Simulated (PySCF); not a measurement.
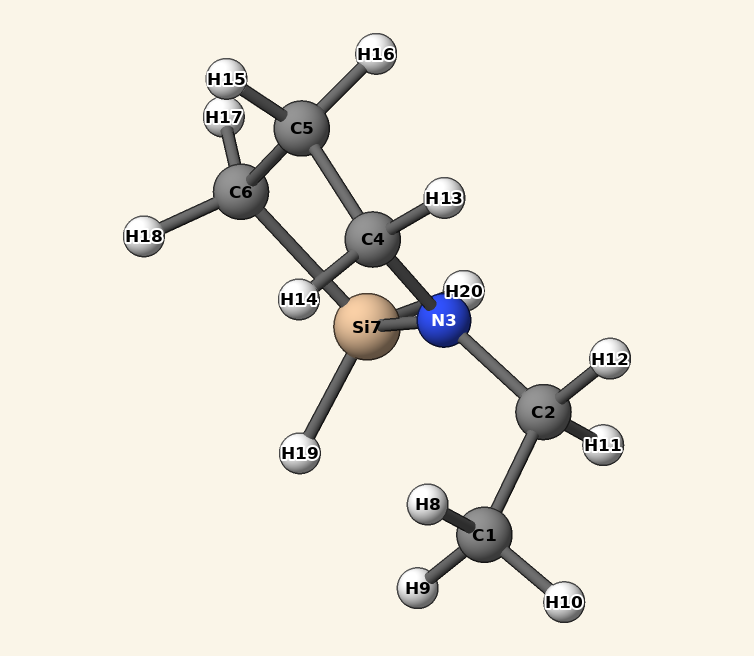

The questions are on IAO charges. The computed structure is the end point of a GFN2-xTB optimisation. No frequency run is at hand to confirm it as a minimum. Properties computed with PBE0/pcSseg-1, gas phase (PySCF 2.14.0).

List the IAO charges.

```tsv
atom	value (e)
C1	−0.43
C2	−0.13
N3	−0.52
C4	−0.14
C5	−0.25
C6	−0.55
Si7	0.87
H8	0.14
H9	0.14
H10	0.14
H11	0.13
H12	0.12
H13	0.13
H14	0.10
H15	0.14
H16	0.14
H17	0.15
H18	0.14
H19	−0.16
H20	−0.15
```

The geometry is semi-empirical. Around Si such bond lengths and angles can be off by a tenth of an ångström or more and by several degrees, and values that hang on the shape move with them.
